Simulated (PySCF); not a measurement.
CoH (triplet)

```yaml
atoms:
  - { symbol: Co, position_ang: [0.0000, 0.0000, -0.0258] }
  - { symbol: H, position_ang: [0.0000, 0.0000, 1.5062] }
```

Computed with PBE0/def2-TZVPP, non-relativistic Hamiltonian with scalar-relativistic core potentials where named, at a bond length of 1.532 Å in PySCF.

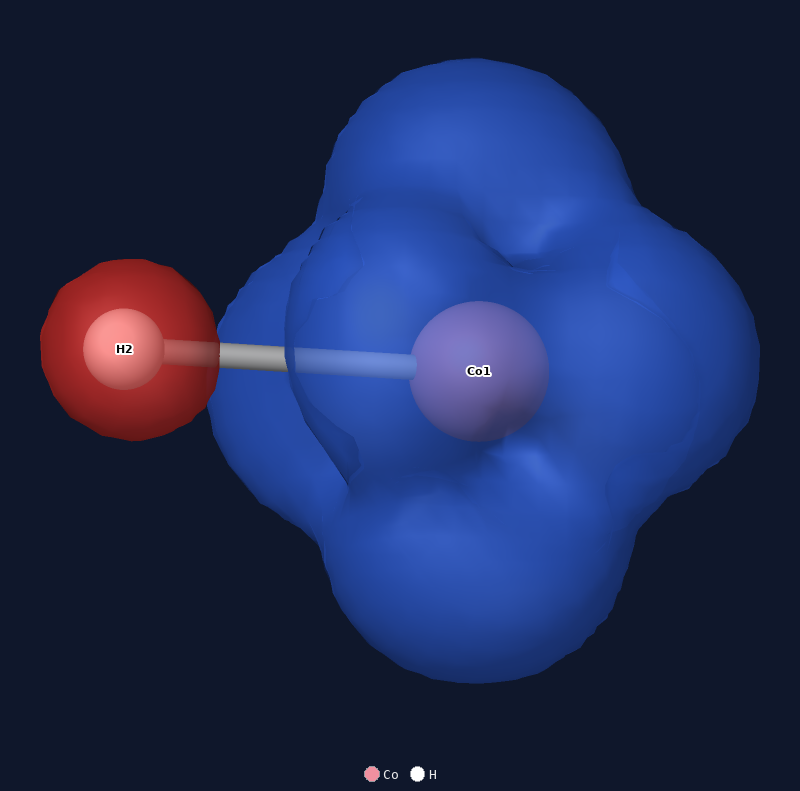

Figure 1. Isosurfaces of the spin density at +0.04 (blue) and −0.04 e/Å³ (red), seen from one side.

Which atoms carry the spin?

Answer. The unpaired spin (2 electrons) lies mostly on Co1 (about 2.0), in electrons by Hirshfeld's partition.

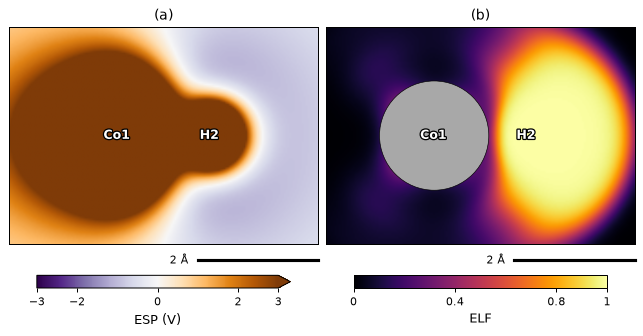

Figure 2. (a) electrostatic potential; (b) electron localisation function on a plane that holds the molecular axis. Grey discs cover the atomic cores in the ELF map.

What does the map show?

Answer.
- The plane passes through Co and H nuclei.
- Co–H (1.53 Å): the ELF climbs to about 1 towards the hydrogen.
- Outside the dense part of the molecule the potential is most negative (−1.0 V) near H2.

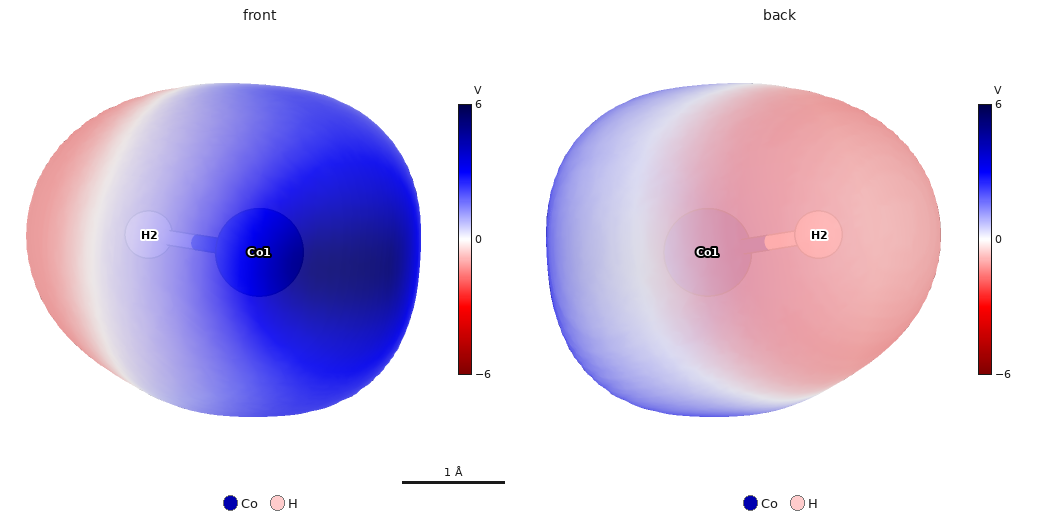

Figure 3. The electrostatic potential painted on the density surface at 0.004 e/bohr³, seen from the front and from behind; red is negative and blue positive.

Which sites attract a positive test charge, and which a negative one?

Answer. A positive charge is drawn to the negative regions and a negative charge to the positive ones. The most negative region (about −1.0 V) lies over H2, the most positive (about +5.3 V) over Co1.
